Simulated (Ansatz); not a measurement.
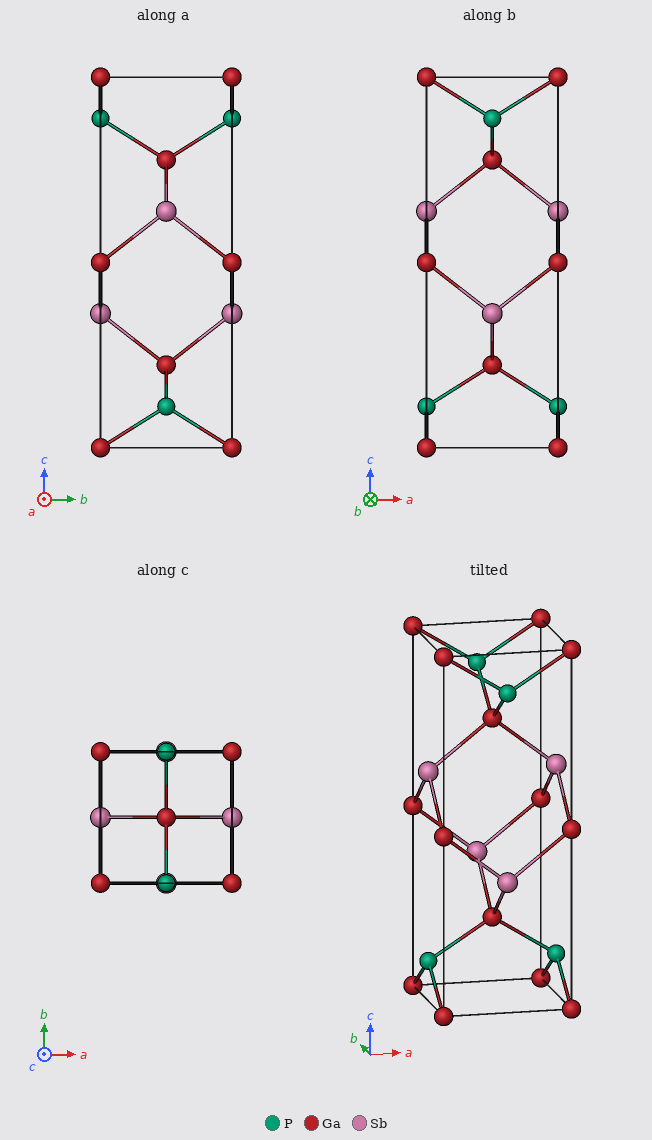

Shown here is a ball-and-stick view of the crystal, taken along the a axis, along the b axis, along the c axis and slightly off an axis. The conventional unit cell is drawn as a box.

Lattice parameters: a = 4.100 Å, b = 4.100 Å, c = 11.558 Å, α = 90.00°, β = 90.00°, γ = 90.00°. Put a along x and b in the xy plane.

### Convert the drawing into a POSCAR file, with free fractional coordinates to two decimals.

```
P Ga Sb
1.0
     4.100    0.000    0.000
     0.000    4.100    0.000
     0.000    0.000   11.558
P Ga Sb
2 4 2
Direct
  0.00 0.50 0.11
  0.50 0.00 0.89
  0.00 0.00 0.00
  0.50 0.50 0.78
  0.00 0.00 0.50
  0.50 0.50 0.22
  0.00 0.50 0.64
  0.50 0.00 0.36
```

It goes back to a structure type filled with these elements by a generator (whether the compound takes this form wasn't checked). What is shown is the relaxed result from DFT, r2SCAN, plane waves, PAW in Ansatz.
